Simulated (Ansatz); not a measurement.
## Run report: BSiN3H9Cl, molecular dynamics (part 1 of 5)

BSiN3H9Cl, computed with RKS revPBE/6-31G* (Ansatz 0.2.0).

It belongs to a series of runs on one base structure; here: dynamics from the highest image of the converged band.

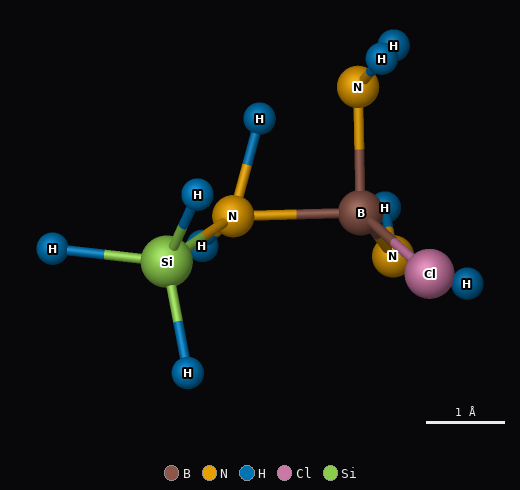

*The starting structure (ball-and-stick view, seen at a tilt).*

Bond lengths as drawn: B–Cl 1.88 Å, B–N 1.49 to 1.65 Å, H–N 1.02 to 1.31 Å, H–Si 1.50 Å and N–Si 1.79 Å.

Key numbers

```csv
quantity,value
outcome,finished
mean temperature over the second half,257 K
trajectory,"200 steps, 100 fs"
ensemble,nve
temperature in the input,100.0 K
time step,0.5 fs
potential energy (last step),−25689.3925 eV
mean-field energy (last step),−25689.3925 eV
largest force (length of the vector) (last step),1.851 eV/Å
hardware,"4 threads of Arm Neoverse V1, 24 GiB of memory available, shared host"
wall time,5.6 min (CPU time 22 min)
peak memory,0.19 GiB
```

Remarks

So short a trajectory is not equilibrated.

The input
```yaml
crystal:
  periodic: [false, false, false]
  atoms:
    - { symbol: B, position_ang: [0.024298, -0.23479, 0.434647] }
    - { symbol: "N", position_ang: [-0.621826, 0.12423, 1.889643] }
    - { symbol: H, position_ang: [-1.581669, 0.485113, 1.886454] }
    - { symbol: H, position_ang: [-0.044746, 0.723608, 2.489696] }
    - { symbol: Cl, position_ang: [1.555582, 0.80139, 0.101522] }
    - { symbol: "N", position_ang: [-0.901682, -0.29566, -0.731418] }
    - { symbol: H, position_ang: [-1.886127, -0.461853, -0.50059] }
    - { symbol: H, position_ang: [-0.854809, 0.53023, -1.331126] }
    - { symbol: "N", position_ang: [0.391727, -1.753627, 0.976426] }
    - { symbol: H, position_ang: [-0.128485, -2.434743, 0.406943] }
    - { symbol: Si, position_ang: [2.049447, -2.321145, 1.3621] }
    - { symbol: H, position_ang: [1.93714, -3.73675, 1.857354] }
    - { symbol: H, position_ang: [2.973778, -2.298982, 0.183952] }
    - { symbol: H, position_ang: [2.589486, -1.464621, 2.463614] }
    - { symbol: H, position_ang: [-0.300814, -1.1731, 1.920084] }
basis:
  gaussian: { orbitals: "6-31G*" }
hamiltonian:
  xc: revpbe
md:
  timestep: 0.5
  n_steps: 200
  ensemble: nve
  temperature: 100.0
  initial_velocities: maxwell_boltzmann
  seed: 10984
```

Command:
```bash
ansatz run input.yaml --threads 4 --pin off --max-ram 5120MiB --backend cpu --events-out ev --progress --plain --runs-dir out
```

What the program printed
```
Engine: ansatz 0.2.0, aarch64-unknown-linux-gnu
Functional definition: revPBE
  parameter kappa = 1.245
  parameter beta = 0.06672455060314922
  exchange = pbe_x(kappa = kappa, mu = beta*pi^2/3)
  correlation = pbe_c(beta = beta)
1522 factors; their error is unknown
mean field evaluation 1: about -25674.4693 eV, gradient 8.6e1 eV
mean field evaluation 2: about -25608.7482 eV, gradient 1.7e2 eV
mean field evaluation 4: about -25688.6252 eV, gradient 1.5e1 eV
mean field evaluation 8: about -25689.0853 eV, gradient 1.6e-1 eV
mean field evaluation 16: about -25688.9974 eV, gradient 3.5e-3 eV
mean field -25688.99735427 eV, -944.0532401416 hartree, gradient 2.8e-5 eV, S^2 0.000000; 0 other end points of the search recorded, 0 dependent functions left out
the calculation of the forces begins
reference -25688.99740003 eV, -944.0532418234 hartree; 33, 33 occupied and 83, 83 virtual orbitals, 1522 factors
md step     0: t =     0.00 fs  T =   100.0 K  F+E_penalty+E_count = -25688.99735427 eV  E_kin = 0.168038 eV  conserved = -25688.82931627 eV  (30 SCF iters)
these checks for a lower state are left out or cut short: starts, cluster_reference, orbital_swaps, neighbouring_geometries, increment
1522 factors; their error is unknown
mean field -25688.99438625 eV, -944.0531310690 hartree, gradient 2.1e-5 eV, S^2 0.000000; 0 other end points of the search recorded, 0 dependent functions left out
the calculation of the forces begins
reference -25688.99443198 eV, -944.0531327493 hartree; 33, 33 occupied and 83, 83 virtual orbitals, 1522 factors
md step     1: t =     0.50 fs  T =    98.3 K  F+E_penalty+E_count = -25688.99438625 eV  E_kin = 0.165118 eV  conserved = -25688.82926835 eV  (32 SCF iters)
[... from here on the SCF iterations and repeated set-up lines of each step are left out, up to the last step ...]
md step     2: t =     1.00 fs  T =    93.3 K  F+E_penalty+E_count = -25688.98595549 eV  E_kin = 0.156815 eV  conserved = -25688.82914082 eV  (32 SCF iters)
md step     3: t =     1.50 fs  T =    86.3 K  F+E_penalty+E_count = -25688.97406368 eV  E_kin = 0.145084 eV  conserved = -25688.82897931 eV  (32 SCF iters)
md step     4: t =     2.00 fs  T =    78.8 K  F+E_penalty+E_count = -25688.96125979 eV  E_kin = 0.132426 eV  conserved = -25688.82883352 eV  (32 SCF iters)
md step     5: t =     2.50 fs  T =    72.1 K  F+E_penalty+E_count = -25688.94985662 eV  E_kin = 0.121115 eV  conserved = -25688.82874185 eV  (32 SCF iters)
md step     6: t =     3.00 fs  T =    67.0 K  F+E_penalty+E_count = -25688.94131516 eV  E_kin = 0.112592 eV  conserved = -25688.82872290 eV  (32 SCF iters)
md step     7: t =     3.50 fs  T =    63.8 K  F+E_penalty+E_count = -25688.93594932 eV  E_kin = 0.107178 eV  conserved = -25688.82877130 eV  (32 SCF iters)
md step     8: t =     4.00 fs  T =    62.0 K  F+E_penalty+E_count = -25688.93301387 eV  E_kin = 0.104154 eV  conserved = -25688.82885953 eV  (32 SCF iters)
md step     9: t =     4.50 fs  T =    60.8 K  F+E_penalty+E_count = -25688.93114417 eV  E_kin = 0.102199 eV  conserved = -25688.82894560 eV  (32 SCF iters)
md step    10: t =     5.00 fs  T =    59.5 K  F+E_penalty+E_count = -25688.92901938 eV  E_kin = 0.100033 eV  conserved = -25688.82898663 eV  (32 SCF iters)
md step    11: t =     5.50 fs  T =    57.8 K  F+E_penalty+E_count = -25688.92602659 eV  E_kin = 0.097069 eV  conserved = -25688.82895760 eV  (31 SCF iters)
md step    12: t =     6.00 fs  T =    55.8 K  F+E_penalty+E_count = -25688.92264182 eV  E_kin = 0.093776 eV  conserved = -25688.82886552 eV  (32 SCF iters)
md step    13: t =     6.50 fs  T =    54.5 K  F+E_penalty+E_count = -25688.92030442 eV  E_kin = 0.091552 eV  conserved = -25688.82875261 eV  (32 SCF iters)
md step    14: t =     7.00 fs  T =    54.8 K  F+E_penalty+E_count = -25688.92075873 eV  E_kin = 0.092080 eV  conserved = -25688.82867826 eV  (32 SCF iters)
md step    15: t =     7.50 fs  T =    57.4 K  F+E_penalty+E_count = -25688.92514287 eV  E_kin = 0.096456 eV  conserved = -25688.82868731 eV  (32 SCF iters)
md step    16: t =     8.00 fs  T =    62.2 K  F+E_penalty+E_count = -25688.93330848 eV  E_kin = 0.104525 eV  conserved = -25688.82878313 eV  (32 SCF iters)
md step    17: t =     8.50 fs  T =    68.4 K  F+E_penalty+E_count = -25688.94377868 eV  E_kin = 0.114856 eV  conserved = -25688.82892250 eV  (32 SCF iters)
md step    18: t =     9.00 fs  T =    74.6 K  F+E_penalty+E_count = -25688.95440183 eV  E_kin = 0.125361 eV  conserved = -25688.82904053 eV  (31 SCF iters)
md step    19: t =     9.50 fs  T =    79.9 K  F+E_penalty+E_count = -25688.96334770 eV  E_kin = 0.134264 eV  conserved = -25688.82908398 eV  (32 SCF iters)
md step    20: t =    10.00 fs  T =    83.9 K  F+E_penalty+E_count = -25688.96993735 eV  E_kin = 0.140903 eV  conserved = -25688.82903476 eV  (32 SCF iters)
md step    21: t =    10.50 fs  T =    86.9 K  F+E_penalty+E_count = -25688.97493875 eV  E_kin = 0.146025 eV  conserved = -25688.82891348 eV  (31 SCF iters)
md step    22: t =    11.00 fs  T =    90.2 K  F+E_penalty+E_count = -25688.98026228 eV  E_kin = 0.151495 eV  conserved = -25688.82876685 eV  (31 SCF iters)
md step    23: t =    11.50 fs  T =    95.0 K  F+E_penalty+E_count = -25688.98824166 eV  E_kin = 0.159593 eV  conserved = -25688.82864914 eV  (31 SCF iters)
md step    24: t =    12.00 fs  T =   102.5 K  F+E_penalty+E_count = -25689.00078769 eV  E_kin = 0.172182 eV  conserved = -25688.82860558 eV  (30 SCF iters)
md step    25: t =    12.50 fs  T =   113.1 K  F+E_penalty+E_count = -25689.01867872 eV  E_kin = 0.190017 eV  conserved = -25688.82866140 eV  (30 SCF iters)
md step    26: t =    13.00 fs  T =   126.4 K  F+E_penalty+E_count = -25689.04117030 eV  E_kin = 0.212355 eV  conserved = -25688.82881544 eV  (31 SCF iters)
md step    27: t =    13.50 fs  T =   141.0 K  F+E_penalty+E_count = -25689.06602732 eV  E_kin = 0.236989 eV  conserved = -25688.82903795 eV  (31 SCF iters)
md step    28: t =    14.00 fs  T =   155.2 K  F+E_penalty+E_count = -25689.09001076 eV  E_kin = 0.260738 eV  conserved = -25688.82927239 eV  (31 SCF iters)
md step    29: t =    14.50 fs  T =   166.8 K  F+E_penalty+E_count = -25689.10977432 eV  E_kin = 0.280330 eV  conserved = -25688.82944424 eV  (31 SCF iters)
md step    30: t =    15.00 fs  T =   174.7 K  F+E_penalty+E_count = -25689.12300919 eV  E_kin = 0.293528 eV  conserved = -25688.82948156 eV  (31 SCF iters)
md step    31: t =    15.50 fs  T =   178.6 K  F+E_penalty+E_count = -25689.12950709 eV  E_kin = 0.300160 eV  conserved = -25688.82934673 eV  (31 SCF iters)
md step    32: t =    16.00 fs  T =   180.1 K  F+E_penalty+E_count = -25689.13165688 eV  E_kin = 0.302586 eV  conserved = -25688.82907055 eV  (31 SCF iters)
md step    33: t =    16.50 fs  T =   181.6 K  F+E_penalty+E_count = -25689.13389737 eV  E_kin = 0.305135 eV  conserved = -25688.82876240 eV  (31 SCF iters)
md step    34: t =    17.00 fs  T =   185.9 K  F+E_penalty+E_count = -25689.14101772 eV  E_kin = 0.312445 eV  conserved = -25688.82857248 eV  (31 SCF iters)
md step    35: t =    17.50 fs  T =   194.8 K  F+E_penalty+E_count = -25689.15590480 eV  E_kin = 0.327294 eV  conserved = -25688.82861081 eV  (31 SCF iters)
md step    36: t =    18.00 fs  T =   207.7 K  F+E_penalty+E_count = -25689.17794473 eV  E_kin = 0.349072 eV  conserved = -25688.82887236 eV  (31 SCF iters)
md step    37: t =    18.50 fs  T =   222.5 K  F+E_penalty+E_count = -25689.20313903 eV  E_kin = 0.373904 eV  conserved = -25688.82923472 eV  (31 SCF iters)
md step    38: t =    19.00 fs  T =   235.9 K  F+E_penalty+E_count = -25689.22595416 eV  E_kin = 0.396421 eV  conserved = -25688.82953327 eV  (32 SCF iters)
md step    39: t =    19.50 fs  T =   245.3 K  F+E_penalty+E_count = -25689.24180707 eV  E_kin = 0.412154 eV  conserved = -25688.82965339 eV  (30 SCF iters)
md step    40: t =    20.00 fs  T =   249.5 K  F+E_penalty+E_count = -25689.24883483 eV  E_kin = 0.419261 eV  conserved = -25688.82957403 eV  (30 SCF iters)
md step    41: t =    20.50 fs  T =   249.3 K  F+E_penalty+E_count = -25689.24826730 eV  E_kin = 0.418915 eV  conserved = -25688.82935266 eV  (31 SCF iters)
md step    42: t =    21.00 fs  T =   246.7 K  F+E_penalty+E_count = -25689.24358380 eV  E_kin = 0.414502 eV  conserved = -25688.82908191 eV  (31 SCF iters)
md step    43: t =    21.50 fs  T =   244.1 K  F+E_penalty+E_count = -25689.23908285 eV  E_kin = 0.410232 eV  conserved = -25688.82885092 eV  (31 SCF iters)
md step    44: t =    22.00 fs  T =   243.8 K  F+E_penalty+E_count = -25689.23846877 eV  E_kin = 0.409746 eV  conserved = -25688.82872287 eV  (31 SCF iters)
md step    45: t =    22.50 fs  T =   247.0 K  F+E_penalty+E_count = -25689.24382630 eV  E_kin = 0.415099 eV  conserved = -25688.82872751 eV  (31 SCF iters)
md step    46: t =    23.00 fs  T =   253.7 K  F+E_penalty+E_count = -25689.25513083 eV  E_kin = 0.426271 eV  conserved = -25688.82885978 eV  (31 SCF iters)
md step    47: t =    23.50 fs  T =   262.6 K  F+E_penalty+E_count = -25689.27032045 eV  E_kin = 0.441237 eV  conserved = -25688.82908390 eV  (31 SCF iters)
md step    48: t =    24.00 fs  T =   271.7 K  F+E_penalty+E_count = -25689.28588930 eV  E_kin = 0.456554 eV  conserved = -25688.82933526 eV  (31 SCF iters)
md step    49: t =    24.50 fs  T =   278.7 K  F+E_penalty+E_count = -25689.29793311 eV  E_kin = 0.468402 eV  conserved = -25688.82953071 eV  (31 SCF iters)
md step    50: t =    25.00 fs  T =   282.0 K  F+E_penalty+E_count = -25689.30348124 eV  E_kin = 0.473896 eV  conserved = -25688.82958538 eV  (31 SCF iters)
md step    51: t =    25.50 fs  T =   281.1 K  F+E_penalty+E_count = -25689.30181052 eV  E_kin = 0.472365 eV  conserved = -25688.82944517 eV  (31 SCF iters)
md step    52: t =    26.00 fs  T =   277.4 K  F+E_penalty+E_count = -25689.29522966 eV  E_kin = 0.466103 eV  conserved = -25688.82912690 eV  (31 SCF iters)
md step    53: t =    26.50 fs  T =   273.7 K  F+E_penalty+E_count = -25689.28872922 eV  E_kin = 0.459983 eV  conserved = -25688.82874583 eV  (31 SCF iters)
md step    54: t =    27.00 fs  T =   273.6 K  F+E_penalty+E_count = -25689.28815737 eV  E_kin = 0.459671 eV  conserved = -25688.82848636 eV  (31 SCF iters)
md step    55: t =    27.50 fs  T =   279.1 K  F+E_penalty+E_count = -25689.29742755 eV  E_kin = 0.468926 eV  conserved = -25688.82850159 eV  (31 SCF iters)
md step    56: t =    28.00 fs  T =   290.1 K  F+E_penalty+E_count = -25689.31626211 eV  E_kin = 0.487460 eV  conserved = -25688.82880259 eV  (31 SCF iters)
md step    57: t =    28.50 fs  T =   304.0 K  F+E_penalty+E_count = -25689.34006952 eV  E_kin = 0.510831 eV  conserved = -25688.82923815 eV  (31 SCF iters)
md step    58: t =    29.00 fs  T =   317.0 K  F+E_penalty+E_count = -25689.36221359 eV  E_kin = 0.532619 eV  conserved = -25688.82959505 eV  (31 SCF iters)
md step    59: t =    29.50 fs  T =   325.8 K  F+E_penalty+E_count = -25689.37722108 eV  E_kin = 0.547493 eV  conserved = -25688.82972818 eV  (31 SCF iters)
md step    60: t =    30.00 fs  T =   329.3 K  F+E_penalty+E_count = -25689.38302159 eV  E_kin = 0.553403 eV  conserved = -25688.82961848 eV  (31 SCF iters)
md step    61: t =    30.50 fs  T =   328.5 K  F+E_penalty+E_count = -25689.38131028 eV  E_kin = 0.551965 eV  conserved = -25688.82934540 eV  (31 SCF iters)
md step    62: t =    31.00 fs  T =   325.7 K  F+E_penalty+E_count = -25689.37637555 eV  E_kin = 0.547350 eV  conserved = -25688.82902549 eV  (31 SCF iters)
md step    63: t =    31.50 fs  T =   324.0 K  F+E_penalty+E_count = -25689.37329020 eV  E_kin = 0.544526 eV  conserved = -25688.82876372 eV  (31 SCF iters)
md step    64: t =    32.00 fs  T =   325.9 K  F+E_penalty+E_count = -25689.37623362 eV  E_kin = 0.547604 eV  conserved = -25688.82862997 eV  (31 SCF iters)
md step    65: t =    32.50 fs  T =   332.5 K  F+E_penalty+E_count = -25689.38734709 eV  E_kin = 0.558694 eV  conserved = -25688.82865354 eV  (31 SCF iters)
md step    66: t =    33.00 fs  T =   343.6 K  F+E_penalty+E_count = -25689.40623923 eV  E_kin = 0.577413 eV  conserved = -25688.82882599 eV  (31 SCF iters)
md step    67: t =    33.50 fs  T =   357.7 K  F+E_penalty+E_count = -25689.43012016 eV  E_kin = 0.601015 eV  conserved = -25688.82910489 eV  (31 SCF iters)
md step    68: t =    34.00 fs  T =   372.0 K  F+E_penalty+E_count = -25689.45450191 eV  E_kin = 0.625084 eV  conserved = -25688.82941812 eV  (31 SCF iters)
md step    69: t =    34.50 fs  T =   383.7 K  F+E_penalty+E_count = -25689.47437488 eV  E_kin = 0.644701 eV  conserved = -25688.82967364 eV  (30 SCF iters)
md step    70: t =    35.00 fs  T =   390.3 K  F+E_penalty+E_count = -25689.48569198 eV  E_kin = 0.655915 eV  conserved = -25688.82977733 eV  (31 SCF iters)
md step    71: t =    35.50 fs  T =   391.1 K  F+E_penalty+E_count = -25689.48684138 eV  E_kin = 0.657174 eV  conserved = -25688.82966689 eV  (31 SCF iters)
md step    72: t =    36.00 fs  T =   386.9 K  F+E_penalty+E_count = -25689.47956084 eV  E_kin = 0.650203 eV  conserved = -25688.82935817 eV  (31 SCF iters)
md step    73: t =    36.50 fs  T =   380.6 K  F+E_penalty+E_count = -25689.46860832 eV  E_kin = 0.639632 eV  conserved = -25688.82897606 eV  (31 SCF iters)
md step    74: t =    37.00 fs  T =   375.6 K  F+E_penalty+E_count = -25689.45980580 eV  E_kin = 0.631089 eV  conserved = -25688.82871656 eV  (31 SCF iters)
md step    75: t =    37.50 fs  T =   373.9 K  F+E_penalty+E_count = -25689.45707231 eV  E_kin = 0.628340 eV  conserved = -25688.82873237 eV  (31 SCF iters)
md step    76: t =    38.00 fs  T =   375.6 K  F+E_penalty+E_count = -25689.46016303 eV  E_kin = 0.631146 eV  conserved = -25688.82901655 eV  (31 SCF iters)
md step    77: t =    38.50 fs  T =   378.1 K  F+E_penalty+E_count = -25689.46478350 eV  E_kin = 0.635384 eV  conserved = -25688.82939972 eV  (31 SCF iters)
md step    78: t =    39.00 fs  T =   378.1 K  F+E_penalty+E_count = -25689.46509695 eV  E_kin = 0.635425 eV  conserved = -25688.82967235 eV  (31 SCF iters)
md step    79: t =    39.50 fs  T =   373.2 K  F+E_penalty+E_count = -25689.45687530 eV  E_kin = 0.627161 eV  conserved = -25688.82971447 eV  (31 SCF iters)
md step    80: t =    40.00 fs  T =   362.9 K  F+E_penalty+E_count = -25689.43938247 eV  E_kin = 0.609848 eV  conserved = -25688.82953475 eV  (32 SCF iters)
md step    81: t =    40.50 fs  T =   348.8 K  F+E_penalty+E_count = -25689.41533175 eV  E_kin = 0.586104 eV  conserved = -25688.82922757 eV  (31 SCF iters)
md step    82: t =    41.00 fs  T =   333.6 K  F+E_penalty+E_count = -25689.38948376 eV  E_kin = 0.560575 eV  conserved = -25688.82890919 eV  (30 SCF iters)
md step    83: t =    41.50 fs  T =   320.3 K  F+E_penalty+E_count = -25689.36683573 eV  E_kin = 0.538161 eV  conserved = -25688.82867427 eV  (31 SCF iters)
md step    84: t =    42.00 fs  T =   311.0 K  F+E_penalty+E_count = -25689.35110393 eV  E_kin = 0.522526 eV  conserved = -25688.82857777 eV  (31 SCF iters)
md step    85: t =    42.50 fs  T =   306.6 K  F+E_penalty+E_count = -25689.34381863 eV  E_kin = 0.515185 eV  conserved = -25688.82863323 eV  (31 SCF iters)
md step    86: t =    43.00 fs  T =   306.6 K  F+E_penalty+E_count = -25689.34408958 eV  E_kin = 0.515273 eV  conserved = -25688.82881662 eV  (31 SCF iters)
md step    87: t =    43.50 fs  T =   309.4 K  F+E_penalty+E_count = -25689.34898567 eV  E_kin = 0.519912 eV  conserved = -25688.82907391 eV  (32 SCF iters)
md step    88: t =    44.00 fs  T =   312.5 K  F+E_penalty+E_count = -25689.35442134 eV  E_kin = 0.525094 eV  conserved = -25688.82932755 eV  (32 SCF iters)
md step    89: t =    44.50 fs  T =   313.6 K  F+E_penalty+E_count = -25689.35641525 eV  E_kin = 0.526926 eV  conserved = -25688.82948930 eV  (32 SCF iters)
md step    90: t =    45.00 fs  T =   311.2 K  F+E_penalty+E_count = -25689.35249981 eV  E_kin = 0.523018 eV  conserved = -25688.82948173 eV  (31 SCF iters)
md step    91: t =    45.50 fs  T =   305.7 K  F+E_penalty+E_count = -25689.34290392 eV  E_kin = 0.513628 eV  conserved = -25688.82927616 eV  (31 SCF iters)
md step    92: t =    46.00 fs  T =   298.7 K  F+E_penalty+E_count = -25689.33092045 eV  E_kin = 0.501986 eV  conserved = -25688.82893492 eV  (31 SCF iters)
md step    93: t =    46.50 fs  T =   293.5 K  F+E_penalty+E_count = -25689.32186610 eV  E_kin = 0.493250 eV  conserved = -25688.82861659 eV  (30 SCF iters)
md step    94: t =    47.00 fs  T =   292.9 K  F+E_penalty+E_count = -25689.32063579 eV  E_kin = 0.492133 eV  conserved = -25688.82850263 eV  (30 SCF iters)
md step    95: t =    47.50 fs  T =   297.7 K  F+E_penalty+E_count = -25689.32898901 eV  E_kin = 0.500316 eV  conserved = -25688.82867303 eV  (31 SCF iters)
md step    96: t =    48.00 fs  T =   306.7 K  F+E_penalty+E_count = -25689.34437256 eV  E_kin = 0.515332 eV  conserved = -25688.82904064 eV  (31 SCF iters)
md step    97: t =    48.50 fs  T =   316.5 K  F+E_penalty+E_count = -25689.36120881 eV  E_kin = 0.531793 eV  conserved = -25688.82941540 eV  (31 SCF iters)
md step    98: t =    49.00 fs  T =   323.8 K  F+E_penalty+E_count = -25689.37373170 eV  E_kin = 0.544097 eV  conserved = -25688.82963430 eV  (31 SCF iters)
md step    99: t =    49.50 fs  T =   326.6 K  F+E_penalty+E_count = -25689.37847989 eV  E_kin = 0.548837 eV  conserved = -25688.82964297 eV  (31 SCF iters)
md step   100: t =    50.00 fs  T =   324.8 K  F+E_penalty+E_count = -25689.37520914 eV  E_kin = 0.545722 eV  conserved = -25688.82948733 eV  (31 SCF iters)
md step   101: t =    50.50 fs  T =   319.6 K  F+E_penalty+E_count = -25689.36626463 eV  E_kin = 0.537005 eV  conserved = -25688.82926012 eV  (31 SCF iters)
md step   102: t =    51.00 fs  T =   313.1 K  F+E_penalty+E_count = -25689.35517524 eV  E_kin = 0.526123 eV  conserved = -25688.82905198 eV  (31 SCF iters)
md step   103: t =    51.50 fs  T =   307.3 K  F+E_penalty+E_count = -25689.34522340 eV  E_kin = 0.516298 eV  conserved = -25688.82892589 eV  (31 SCF iters)
md step   104: t =    52.00 fs  T =   303.2 K  F+E_penalty+E_count = -25689.33841947 eV  E_kin = 0.509509 eV  conserved = -25688.82891020 eV  (31 SCF iters)
md step   105: t =    52.50 fs  T =   301.1 K  F+E_penalty+E_count = -25689.33501965 eV  E_kin = 0.506018 eV  conserved = -25688.82900200 eV  (31 SCF iters)
md step   106: t =    53.00 fs  T =   300.2 K  F+E_penalty+E_count = -25689.33356229 eV  E_kin = 0.504390 eV  conserved = -25688.82917271 eV  (31 SCF iters)
md step   107: t =    53.50 fs  T =   298.7 K  F+E_penalty+E_count = -25689.33133954 eV  E_kin = 0.501967 eV  conserved = -25688.82937294 eV  (32 SCF iters)
```
